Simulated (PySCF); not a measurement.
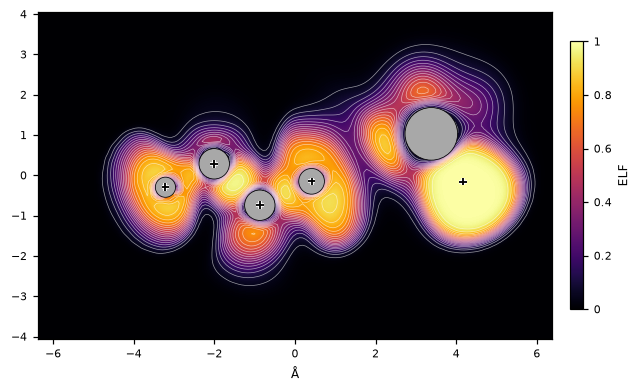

The ELF on a plane through atoms (crosses mark nuclei in the plane; grey discs cover the cores).

Computed with PBE0/pcSseg-1, SCF density, gas phase, non-relativistic in PySCF 2.14.0.

Candidates:
A. C4H10ClFSi
B. C2H8F3NSi2 (SMILES FC(F)(F)CN[SiH2][SiH3])
C. C6H11B (SMILES C=C1C[C@H]1BCC)

Question: Which system is this?

Answer: Candidate B: C2H8F3NSi2 on the plane of atoms F1, C2 and C5, which holds F, C, N and H. C–F (1.34 Å): the ELF peaks at about 0.85 between the atoms; a polar covalent bond. C–N (1.43 Å): the ELF peaks at about 0.90 between the atoms, as expected for a shared electron pair.
